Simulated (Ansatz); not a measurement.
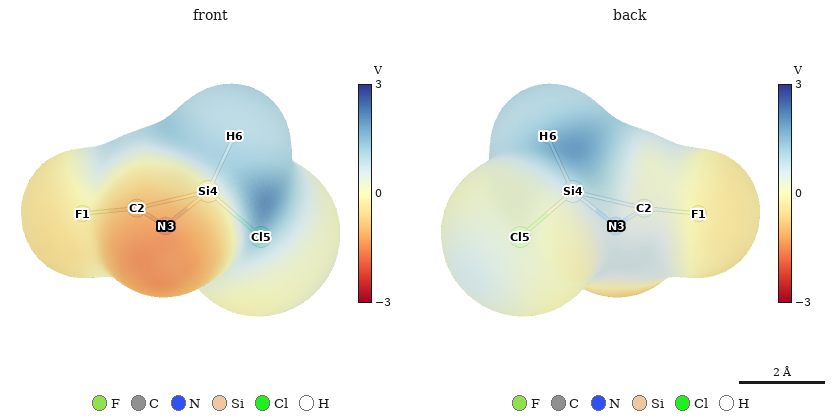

CHClFNSi (SMILES FC1=N[SiH]1Cl). The electrostatic potential painted on the density surface at 0.002 e/bohr³, seen from the front and from behind; the colour scale runs from red (negative) to blue (positive).

Geometry: PBE0-D4/def2-TZVP.

All numbers below come from Ansatz, RKS PBE0-D4/def2-TZVPP.

The calculation's input:

```
crystal:
  periodic: [false, false, false]
  atoms:
    - {symbol: F, position_ang: [0.158303, -2.281341, -0.638720]}
    - {symbol: C, position_ang: [0.216569, -1.043678, -0.212130]}
    - {symbol: N, position_ang: [1.240339, -0.391707, 0.161046]}
    - {symbol: Si, position_ang: [-0.233891, 0.593228, 0.234784]}
    - {symbol: Cl, position_ang: [-0.525653, 2.070235, -1.116453]}
    - {symbol: H, position_ang: [-0.813568, 0.989362, 1.525374]}
basis:
  gaussian: {orbitals: def2-TZVPP}
hamiltonian: {xc: pbe0, dispersion: d4}
output: {orbitals: {seedname: orbitals}}
```

Launched as:

```sh
ansatz run in.yaml --threads 2 --pin off --events-out ev --progress --plain --max-ram 4352MiB
```

Where is the surface potential most negative and most positive?

The most negative region (about −1.5 V) lies over N3, the most positive (about +2.1 V) over Si4. Cl5 shows a σ-hole: about +0.6 V at the tip opposite its bond, against about +0.1 V on its flanks. N3 is the likeliest acceptor of a hydrogen bond.
